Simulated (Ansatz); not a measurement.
# Calculations on TiNH$_{4}$OF$_{3}$

Part 1: Relaxation

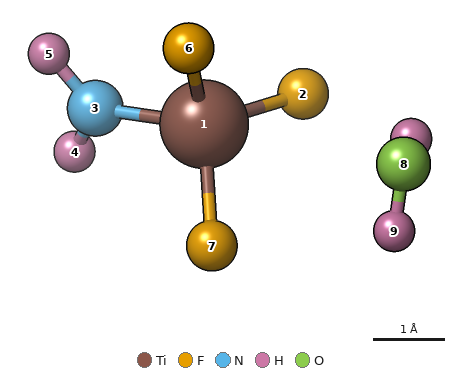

Starting structure of TiNH4OF3. Style: ball-and-stick. Shown at a tilt.

The run prepares an end point of a later path (reaction) calculation, from a guessed geometry.

The calculation used RKS B3LYP-D4/def2-SVP (Ansatz 0.2.0).

The input:
```yaml
crystal:
  periodic: [false, false, false]
  atoms:
    - { symbol: Ti, position_ang: [0.198627, 0.133901, -0.159631] }
    - { symbol: F, position_ang: [0.129375, -0.037612, 1.637313] }
    - { symbol: "N", position_ang: [1.966408, -0.002654, -0.666756] }
    - { symbol: H, position_ang: [2.503307, -0.867331, -0.657827] }
    - { symbol: H, position_ang: [2.537698, 0.785386, -0.972322] }
    - { symbol: F, position_ang: [-0.271744, 1.704633, -0.738015] }
    - { symbol: F, position_ang: [-0.615141, -1.258366, -0.853164] }
    - { symbol: O, position_ang: [-2.646405, -0.029943, 1.080896] }
    - { symbol: H, position_ang: [-2.731851, -0.936013, 0.750566] }
    - { symbol: H, position_ang: [-1.983072, -0.121703, 1.804239] }
basis:
  gaussian: { orbitals: def2-SVP }
hamiltonian:
  xc: b3lyp
  dispersion: d4
relax:
  f_tol: 0.03
  max_steps: 50
```

Run as
```bash
ansatz run input.yaml --threads 4 --pin off --max-ram 5120MiB --backend cpu --events-out ev --progress --plain --runs-dir out
```

Question: Where does the relaxation end?

Answer: After 7 accepted moves (8 points after the start) the energy has fallen by 25.8 kJ/mol. The largest force component goes from 0.86 to 0.012 eV/Å. The line search rejected the trial step at point 4 of the run. The atom that moves furthest after the best rigid fit is O8 (0.55 Å). By element the largest moves are O 0.55 Å, H 0.37 Å, F 0.24 Å, Ti 0.23 Å, N 0.18 Å. Among the contacts that change: Ti1–O8 3.108 → 2.377 Å, Ti1–H9 3.250 → 2.746 Å, Ti1–H10 2.947 → 2.729 Å, Ti1–F2 1.806 → 1.782 Å. New bonds form, among them: Ti1–O8 (3.11 → 2.38 Å). Bond angles that change, for instance: N3–Ti1–F6 103.6° → 97.6°, F6–Ti1–F7 117.4° → 123.1°, N3–Ti1–F7 106.1° → 100.5°. Cost: 58 s on 4 threads of AMD EPYC (Zen 3), with other jobs on the host, peak memory 0.34 GiB.

Final geometry:

```xyz
10

Ti    0.0589    0.0603    0.0142
F     0.2639   -0.1022    1.7767
N     1.7921    0.0012   -0.6513
H     2.3741   -0.8341   -0.6959
H     2.2923    0.8136   -1.0081
F    -0.3567    1.6582   -0.5672
F    -0.6076   -1.4315   -0.6861
O    -2.1846    0.0589    0.7987
H    -2.5031   -0.8041    0.4922
H    -2.0419   -0.0500    1.7521
```

The end point in the same view:

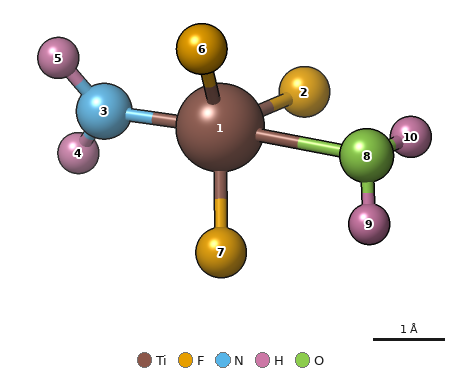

Part 2: Relaxation

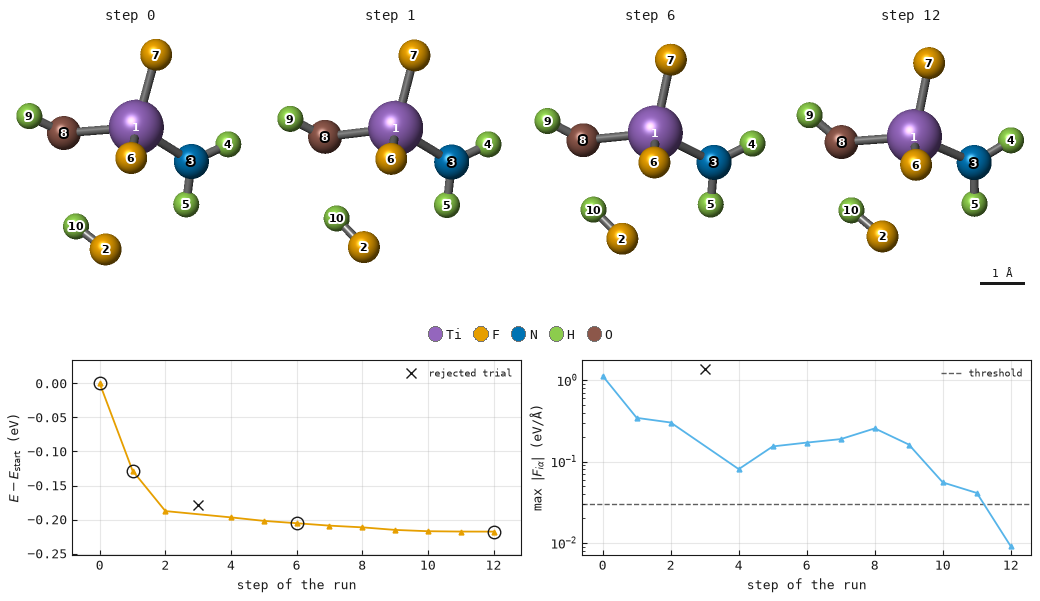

Frames of a relaxation of TiNH$_{4}$OF$_{3}$, marked on the history of the run. Style: ball-and-stick. Shown at a tilt.

The run prepares an end point of a later path (reaction) calculation, from a guessed geometry.

The calculation used RKS B3LYP-D4/def2-SVP (Ansatz 0.2.0).

The input:
```yaml
crystal:
  periodic: [false, false, false]
  atoms:
    - { symbol: Ti, position_ang: [-0.41458, -0.099326, -0.702408] }
    - { symbol: F, position_ang: [0.297333, 1.031611, 2.016006] }
    - { symbol: "N", position_ang: [1.341277, -0.349163, -0.243658] }
    - { symbol: H, position_ang: [2.066924, -0.864548, -0.734792] }
    - { symbol: H, position_ang: [1.670465, 0.125038, 0.594561] }
    - { symbol: F, position_ang: [-0.821602, 1.586445, -1.022561] }
    - { symbol: F, position_ang: [-0.701545, -0.993698, -2.175354] }
    - { symbol: O, position_ang: [-1.508517, -0.739575, 0.689104] }
    - { symbol: H, position_ang: [-2.474035, -0.732302, 0.625376] }
    - { symbol: H, position_ang: [-0.36852, 0.405816, 2.179027] }
basis:
  gaussian: { orbitals: def2-SVP }
hamiltonian:
  xc: b3lyp
  dispersion: d4
relax:
  f_tol: 0.03
  max_steps: 50
```

Launched with:
```bash
ansatz run input.yaml --threads 4 --pin off --max-ram 5120MiB --backend cpu --events-out ev --progress --plain --runs-dir out
```

What happens along the run?

The largest move after the best rigid fit is that of H10, 0.48 Å. Largest moves by element: H 0.48 Å, F 0.35 Å, Ti 0.22 Å, O 0.22 Å, N 0.09 Å. Some distances before and after: Ti1–H10 2.926 → 2.397 Å, Ti1–F2 3.029 → 2.503 Å, F2–H10 0.928 → 0.962 Å, Ti1–O8 1.882 → 1.858 Å. Among the angles between lasting bonds that change: Ti1–O8–H9 121.9° → 128.6°, N3–Ti1–O8 109.0° → 114.2°, F7–Ti1–O8 110.7° → 106.6°. Groups turn about Ti1–O8 by about 30°. After 11 accepted moves (12 points after the start) the energy has fallen by 0.218 eV. Largest force component: 1.1 eV/Å at the start, 0.009 eV/Å at the end. The line search rejected the trial step at point 3 of the run. Cost: 83 s on 4 threads of AMD EPYC (Zen 3) (shared host), peak memory 0.34 GiB. From step 0 to 1: H10 moves most (0.20 Å), energy −0.128 eV. From step 1 to 6: H10 moves most (0.28 Å), energy −0.077 eV. From step 6 to 12: H9 moves most (0.19 Å), energy −0.012 eV.

Part 3: Path

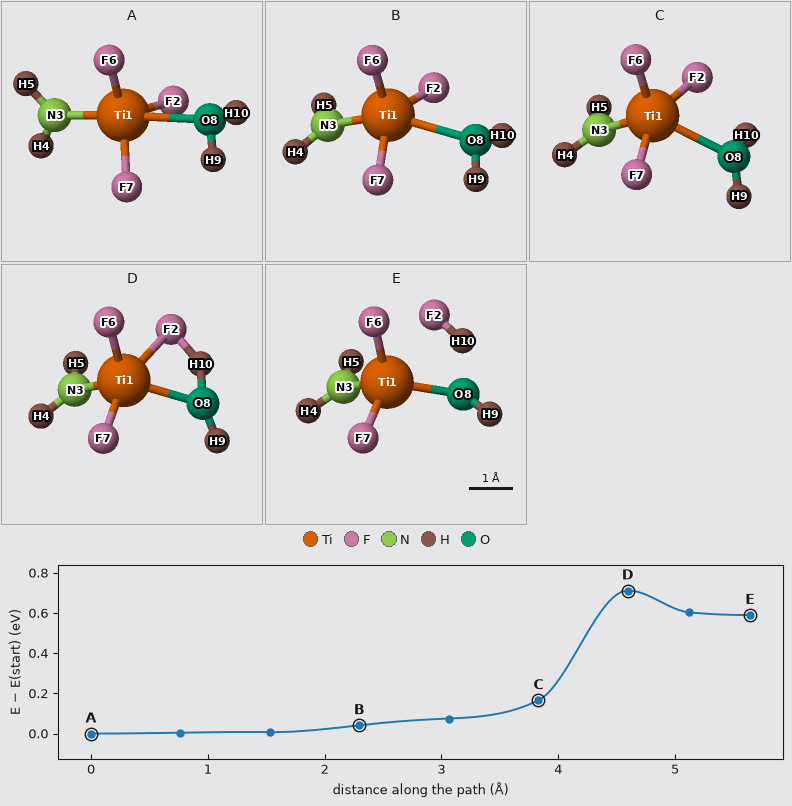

A search for the minimum-energy path of TiNH₄OF₃ by the nudged elastic band. Images are numbered from 0 (start) to 8 (end). Frames A to E are images 0, 3, 5, 6, 8. A ball-and-stick model, seen at a tilt.

All numbers below come from RKS B3LYP-D4/def2-SVP in Ansatz. Set-up: 7 movable images; climbing image; force threshold 0.03 eV/Å; iteration limit 60; starting path through a guess of the saddle point.

**Describe the mechanism and the energy profile.**

Breaking: O8–H10 (0.97 → 1.24 at the top → 1.60 Å), Ti1–F2 (1.78 → 2.14 at the top → 2.50 Å). Forming: F2–H10 (2.31 → 1.12 at the top → 0.96 Å). The energy climbs by 0.71 eV to image 6 and then falls by 0.12 eV, so the end point sits at +0.59 eV. The band is converged. At the top, the vibrational analysis gives one imaginary mode (554i cm⁻¹), as a transition state must have.

The run took 16 min on 4 threads of AMD EPYC (Zen 3), with other jobs on the host, peak memory 0.35 GiB.
